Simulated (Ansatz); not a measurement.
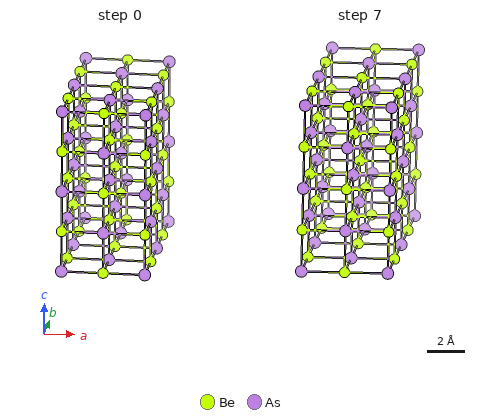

The structure of solid BeAs (a generated structure, set up in R-3m) (coarse preliminary run) before (left) and after (right) a relaxation, at one scale.

Style: ball-and-stick. Shown: the conventional cell (4 times the calculation's cell), repeated 1 × 2 × 2 with one cell outlined, from a free direction. Lengths and directions refer to the drawn axes.

Level of theory: Ansatz 0.2.0, DFT PBE, scalar-relativistic, plane waves, PAW.

Input
```yaml
crystal:
  lattice:
    - [1.64667777, 0.95070985, 2.71304921]
    - [-1.64667777, 0.95070985, 2.71304921]
    - [0.0, -1.90141971, 2.71304921]
  atoms:
    - { symbol: Be, position: [0.5, 0.5, 0.5] }
    - { symbol: As, position: [0.0, 0.0, 0.0] }
basis:
  ecutwfc: 420
kpoints:
  mp_grid: { grid: [6, 6, 6] }
hamiltonian:
  xc: pbe
scf:
  occupations: { method: gaussian, width: 0.1 }
  lower_state_search: "off"
output:
  forces: true
  stress: true
  eigenvalues: true
relax:
  adjacent_minimum: "off"
  f_tol: 0.04
  max_steps: 70
  cell: { stress_tol: 0.4 }
```

Command:
```bash
ansatz run input.yaml --threads 1 --pin off --max-ram 2048MiB --backend cpu --events-out ev --progress --plain --runs-dir out
```

Question: Describe what moved and what it gained.

Answer: After 6 accepted moves (7 points after the start) the energy has fallen by 45.6 meV per atom. All forces vanish by symmetry, so only the cell relaxes. The pressure goes from 10.57 to 0.06 GPa. At 1 point the geometry stayed and the basis and grid were re-selected for the new cell (energy shift of 0.4 meV per atom at most each time). No atom moves by more than 0.005 Å relative to the cell. Cell: a = b = c 4.671 → 4.833 Å (+3.5 %), α 89.7° → 87.9°, β 89.7° → 87.9°, γ 89.7° → 87.9°. Volume +10.5 %. Some distances before and after: Be1–As2 2.336 → 2.416 Å. The space group stays R-3m (No. 166). Cost: 5.8 s on 1 thread of Arm Neoverse V2 (shared host), peak memory 0.28 GiB.
